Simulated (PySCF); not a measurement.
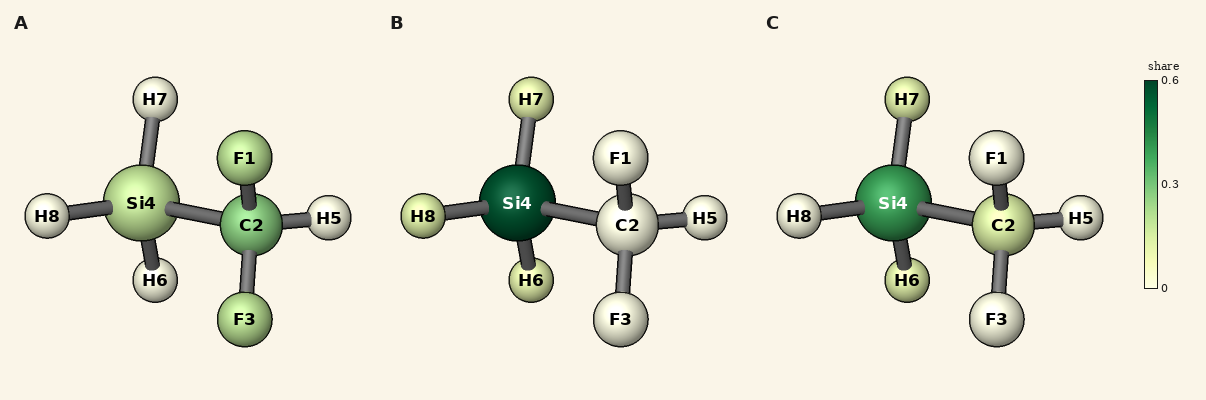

Each panel colours the atoms by their Löwdin share in one orbital (up to four of the largest shares; other atoms are shown as zero). Computed geometry: GFN2-xTB optimisation. No frequency run is at hand to confirm it as a minimum. Level of theory: B3LYP/def2-SVPD (PySCF 2.14.0).

**The panels show the HOMO, LUMO, LUMO+1, in some order. Which is which?**

A: HOMO, −8.53 eV; C2 0.27, F1 0.20, F3 0.20, Si4 0.18
B: LUMO+1, 0.40 eV; Si4 0.57, H8 0.13, H7 0.11, H6 0.11
C: LUMO, −0.14 eV; Si4 0.40, C2 0.14, H7 0.12, H6 0.12

The geometry is semi-empirical. Around Si such bond lengths and angles can be off by a tenth of an ångström or more and by several degrees, and values that hang on the shape move with them.
